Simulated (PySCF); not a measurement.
# GeF2: relaxation and vibrations of the singlet

Aim: relax GeF2 as a singlet from a bent start, check by its vibrations whether the end is a minimum, and collect its spectrum and constants.

Program: PySCF 2.14.0. Level of theory: PBE, basis Ge def2-TZVP, F def2-TZVP, no relativity, density fitting. These are calculated values, not measurements.

## (1) The starting structure

3 atoms, charge 0, spin multiplicity 1.

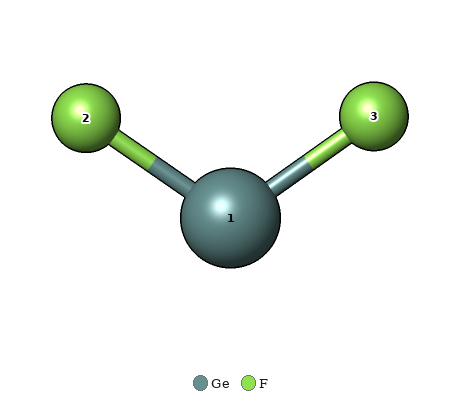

As it starts; germanium teal, fluorine green; atoms are numbered from 1 in the order of the file.

```xyz
3
charge 0 multiplicity 1
Ge    0.0000    0.0000    0.0000
F     1.5154    0.0000    1.0611
F    -1.5154    0.0000    1.0611
```

## (2) First SCF at the start

The steps below are one call of a driver around PySCF. For each, scf.py gives the equivalent set-up of the SCF; relaxations use the driver's own optimiser. After this first run the driver tries any further starts and a stability analysis.

scf.py

```python
from pyscf import gto, scf, dft
mol = gto.M(atom='''
Ge     0.000000     0.000000     0.000000
F      1.515400     0.000000     1.061100
F     -1.515400     0.000000     1.061100''',
    basis={'Ge': 'def2-TZVP', 'F': 'def2-TZVP'},
    charge=0, spin=0)
mf = dft.RKS(mol, xc='PBE')
mf.grids.atom_grid = (50, 194)
aux = {'Ge': 'def2-universal-JKFIT', 'F': 'def2-universal-JKFIT'}
mf = mf.density_fit(auxbasis=aux)
mf.conv_tol = 1e-08
mf.diis_space = 10
mf.max_cycle = 60
mf.init_guess = 'minao'
mf.verbose = 4
mf.kernel()
```

Launch:

```
OMP_NUM_THREADS=2 python axn.py task.json out
```

The program printed:

```text
init E= -2275.66144555846
  HOMO = -0.288663059745147  LUMO = -0.106456703862591  gap/eV = 4.95809
cycle= 1 E= -2276.13321377713  delta_E= -0.472  |g|= 1.28  |ddm|= 1.47
  HOMO = -0.138934966625949  LUMO = -0.0971980078534399  gap/eV = 1.13572
cycle= 2 E= -2273.21334744934  delta_E= 2.92  |g|= 4.11  |ddm|= 2.55
  HOMO = -0.287558325254686  LUMO = -0.125888833717994  gap/eV = 4.39925
cycle= 3 E= -2276.32068674783  delta_E= -3.11  |g|= 0.503  |ddm|= 2.19
  HOMO = -0.274360090856954  LUMO = -0.129909533174256  gap/eV = 3.93070
cycle= 4 E= -2276.35430933427  delta_E= -0.0336  |g|= 0.191  |ddm|= 0.355
  HOMO = -0.285781152438101  LUMO = -0.141229338156108  gap/eV = 3.93346
cycle= 5 E= -2276.35770918014  delta_E= -0.0034  |g|= 0.0547  |ddm|= 0.0908
  HOMO = -0.283522028573715  LUMO = -0.13763920177211  gap/eV = 3.96967
cycle= 6 E= -2276.3584057635  delta_E= -0.000697  |g|= 0.0101  |ddm|= 0.0477
  HOMO = -0.284044689757706  LUMO = -0.137645012840466  gap/eV = 3.98374
cycle= 7 E= -2276.35842270995  delta_E= -1.69e-05  |g|= 0.00171  |ddm|= 0.00475
  HOMO = -0.284115084157505  LUMO = -0.13768916299891  gap/eV = 3.98445
cycle= 8 E= -2276.35842332799  delta_E= -6.18e-07  |g|= 0.0002  |ddm|= 0.00148
  HOMO = -0.284098587243741  LUMO = -0.137670090330538  gap/eV = 3.98452
cycle= 9 E= -2276.35842333451  delta_E= -6.53e-09  |g|= 3.23e-05  |ddm|= 0.000158
  HOMO = -0.284098469957161  LUMO = -0.137666838800165  gap/eV = 3.98461
Extra cycle  E= -2276.35842333359  delta_E= 9.26e-10  |g|= 8.25e-05  |ddm|= 6.38e-05
converged SCF energy = -2276.35842333359
```

This step, with its further starts and checks, needed 12 s of wall time on 2 threads of Arm Neoverse V2, shared host.

Energies from each starting density:

```
                      start   energy (Eh)
    the minimal-basis guess  -2276.358423
a thermally smeared density  -2276.358423
      a smeared PBE density  -2276.358423
```

The test of internal stability and the other starts found no lower closed-shell solution.

## (3) Relaxation: bent start, singlet

The program finds C2v symmetry in the start, which this walk keeps. Threshold on the gradient: 0.0003 Eh/bohr, with a further test on the energy change.

Changes to scf.py since step 2:

```diff
@@ -3,3 +3,3 @@
-Ge     0.000000     0.000000     0.000000
-F      1.515400     0.000000     1.061100
-F     -1.515400     0.000000     1.061100''',
+Ge     0.000000     0.000000    -0.360250
+F      1.515400     0.000000     0.700850
+F     -1.515400     0.000000     0.700850''',
@@ -15 +14,0 @@
-mf.init_guess = 'minao'
```

The optimiser's trace:

```
step   energy (Eh)  change (kJ/mol)  largest symmetric gradient (Eh/bohr)
   0  -2276.358423             0.00                               0.02637
   1  -2276.365893           -19.61                               0.00720
   2  -2276.366375           -20.88                               0.00140
   3  -2276.366414           -20.98                               0.00202
   4  -2276.366420           -21.00                               0.00097
   5  -2276.366423           -21.00                               0.00004
```

The walk took 7.5 s.

Geometry (Å) and forces (eV/Å) at some steps:

```
step 0
Ge   0.000   0.000  -0.360   0.000   0.000   0.911
F    1.515   0.000   0.701  -1.356   0.000  -0.456
F   -1.515   0.000   0.701   1.356   0.000  -0.456
step 1
Ge   0.000   0.000  -0.415   0.000   0.000   0.194
F    1.375   0.000   0.728  -0.370   0.000  -0.097
F   -1.375   0.000   0.728   0.370   0.000  -0.097
step 3
Ge   0.000   0.000  -0.431   0.000   0.000  -0.104
F    1.331   0.000   0.736   0.030   0.000   0.052
F   -1.331   0.000   0.736  -0.030   0.000   0.052
step 5
Ge   0.000   0.000  -0.435   0.000   0.000   0.000
F    1.329   0.000   0.738   0.002   0.000   0.000
F   -1.329   0.000   0.738  -0.002   0.000   0.000
```

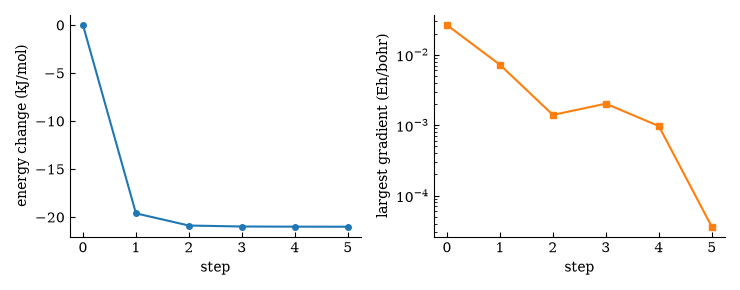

How energy and gradient fall.

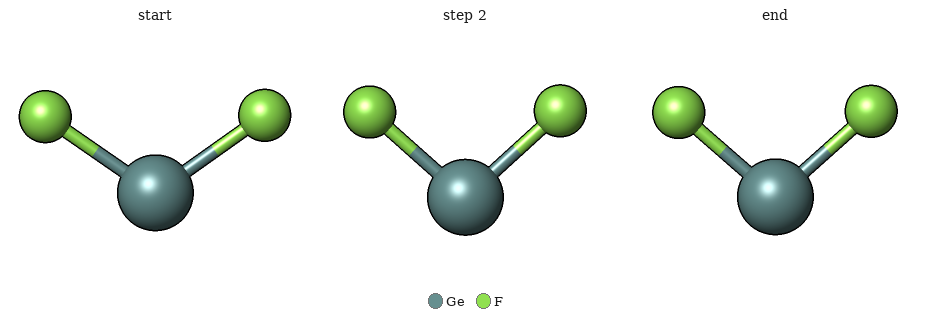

Start and end of the relaxation, with a step between.

After 5 steps and 21.0 kJ/mol it ends at C2v: Ge–F 1.773 Å (×2); F–Ge–F 97.1°.

## (4) Is it a minimum? Harmonic modes

The point is checked on the finer grid, and tightened if its gradient asks for it. The Hessian and the dipole derivatives come from central differences of analytic gradients, with steps of 0.02 bohr.

Changes to scf.py since step 3:

```diff
@@ -3,3 +3,3 @@
-Ge     0.000000     0.000000    -0.360250
-F      1.515400     0.000000     0.700850
-F     -1.515400     0.000000     0.700850''',
+Ge     0.000000     0.000000    -0.392792
+F      1.335950     0.000000     0.772034
+F     -1.335950     0.000000     0.772034''',
@@ -9 +9 @@
-mf.grids.atom_grid = (50, 194)
+mf.grids.atom_grid = (75, 302)
@@ -12 +12 @@
-mf.conv_tol = 1e-08
+mf.conv_tol = 1e-10
```

The driver hands on the density of the step before, so the log starts near convergence.

Log of the central SCF (cycles and frontier levels):

```text
init E= -2276.36611507818
  HOMO = -0.283572590067832  LUMO = -0.126993700991726  gap/eV = 4.26073
cycle= 1 E= -2276.366115078  delta_E= 1.81e-10  |g|= 3.59e-05  |ddm|= 2.34e-05
  HOMO = -0.283573585500817  LUMO = -0.126994113899642  gap/eV = 4.26074
cycle= 2 E= -2276.36611507653  delta_E= 1.46e-09  |g|= 0.000101  |ddm|= 6.5e-05
  HOMO = -0.283573081869662  LUMO = -0.126994000022883  gap/eV = 4.26073
cycle= 3 E= -2276.36611507821  delta_E= -1.68e-09  |g|= 4.07e-06  |ddm|= 4.83e-05
  HOMO = -0.283572943299476  LUMO = -0.126993909325051  gap/eV = 4.26073
cycle= 4 E= -2276.3661150782  delta_E= 1.46e-11  |g|= 6.02e-07  |ddm|= 1.8e-06
  HOMO = -0.283572982500737  LUMO = -0.126993891740561  gap/eV = 4.26073
Extra cycle  E= -2276.36611507821  delta_E= -6.82e-12  |g|= 1.53e-06  |ddm|= 9.79e-07
converged SCF energy = -2276.36611507821
```

The whole step took 20 s.

Geometry: C2v; Ge–F 1.772 Å (×2); F–Ge–F 97.8°.

Harmonic modes (main isotopes):

| symmetry | ω (cm⁻¹) | IR (km/mol) |
| --- | --- | --- |
| a1 | 238 | 9.9 |
| b2 | 628 | 123 |
| a1 | 651 | 83.3 |

Every mode is real; the point is a minimum.

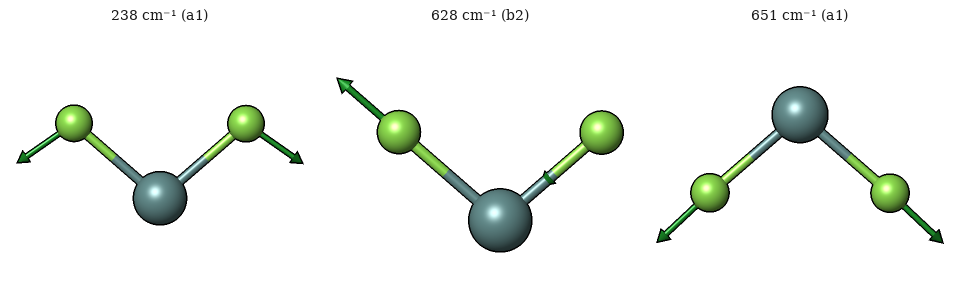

How the atoms move in 3 of the modes.

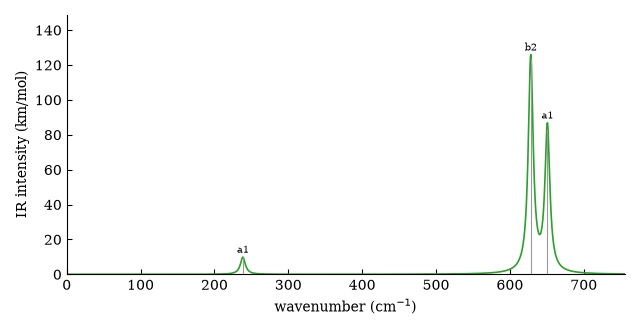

The harmonic infrared spectrum (widths in cm⁻¹). Lines are broadened to a width of 8 cm⁻¹ (Lorentzian).

Constants and moments:

```yaml
Dipole_moment: 2.46 D
Highest_occupied_level: -7.72 eV
Lowest_empty_level: -3.46 eV
Rotational_constants: 0.4951, 0.2486, 0.1655 cm⁻¹
Zero-point_energy: 9.1 kJ/mol
Principal_polarisabilities: 24.8, 28.5, 31.2 bohr³
Atomisation_energy_without_zero-point_energy: 1119 kJ/mol
Principal_traceless_quadrupole_moments_about_the_centre_of_mass: -4.68, -0.73, 5.41 D Å
Entropy_at_298.15_K_and_1_bar: 272.7 J/(mol K)
Heat_capacity_Cp_at_298.15_K: 48.7 J/(mol K)
Enthalpy_at_298.15_K_above_0_K: 11.97 kJ/mol
Rotational_symmetry_number: 2
```

Charges (e) and bond orders:

```csv
atom,Mulliken,Löwdin,polar tensor,Mayer order to Ge1
Ge1,0.67,0.33,1.16,–
"F2,3",-0.33,-0.17,-0.58,1.01
```

Mulliken populations on Ge1: s 7.93, p 13.09, d 10.24, f 0.07.

## (5) Stability of the closed shell

At the lowest minimum the closed shell is tested against spin polarisation, on the (50, 194) grid. It is stable.

## (6) Outcome

| quantity | value |
| --- | --- |
| minimum | singlet, C2v |
| geometry | Ge–F 1.772 Å (×2); F–Ge–F 97.8° |
| wavenumbers (cm⁻¹) | 238 (a1), 628 (b2), 651 (a1) |
| dipole moment | 2.46 D |
| highest occupied, lowest empty level | -7.72, -3.46 eV |
| polar-tensor charge of Ge1 | +1.16 e |
| zero-point energy | 9.1 kJ/mol |
| entropy at 298.15 K | 272.7 J/(mol K) |
| atomisation energy (no zero-point energy) | 1119 kJ/mol |

**Reading.** The molecule stays C2v, as typed, and the end point is a minimum. In the infrared the band at 628 cm⁻¹ (b2, stretch) leads. Other starts or spin states, not run here, may lie lower.

The search up to here needed 41 s of wall time on 2 threads of Arm Neoverse V2, shared host.
